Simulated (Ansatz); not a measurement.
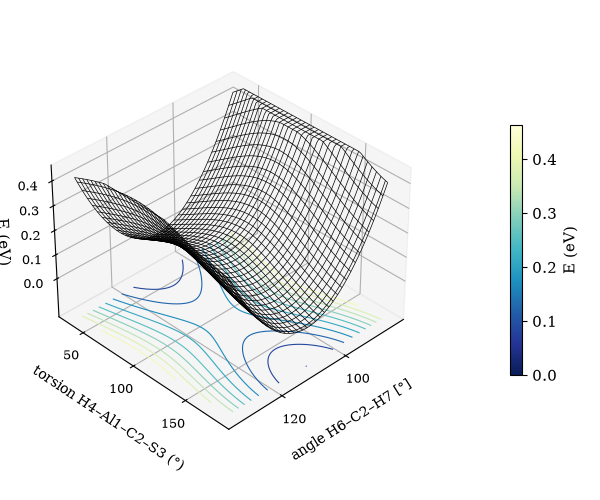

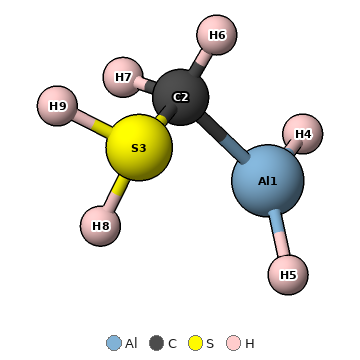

Energy landscape of CH6AlS, SMILES [AlH2][CH2][SH2+], charge +1. Two internal coordinates are moved rigidly from the geometry relaxed at PBE0-D4/def2-TZVP, all others fixed. First axis: angle H6–C2–H7. Second axis: torsion H4–Al1–C2–S3. The scan uses a 7 × 5 grid. Points are written as (first, second). Energies: eV, counted from the lowest grid point. These are results of RKS PBE-D4/def2-TZVPP in Ansatz, not measurements.

In the figure: a relief with its contours projected below, any walls above the top of the colour scale cut off. Between grid points the surface is interpolated. The second picture is the structure at the lowest point.

**Describe this landscape.**

The lowest grid point is at (108.6°, 180°). It lies at the edge of the scanned range, so the true minimum may lie outside. The energy also falls towards the edge at (108.6°, 36°) (0.007 eV above the lowest), where a further well may lie outside the range. The highest grid point, (84.6°, 108°), lies 0.598 eV above the lowest.
